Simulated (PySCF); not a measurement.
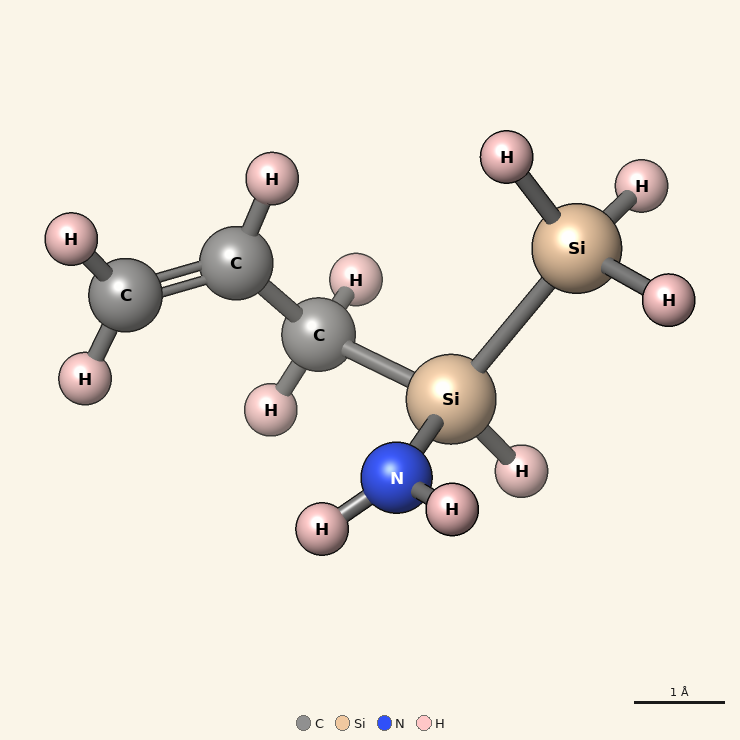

Depth is shown by fading: the farther an atom, the more it takes the colour of the background. The geometry was computed by an optimisation with PBE0-D3(BJ)/def2-SVP. No frequency run is at hand to confirm it as a minimum. Masses are those of the most abundant isotopes; constants are for the rigid equilibrium geometry.

Question: Classify the rotor and give the rotational constants (GHz).

Answer: An asymmetric top (C1): A = 3.09, B = 1.28, C = 1.11 GHz. Ray's parameter κ is −0.84, nearer the prolate limit.
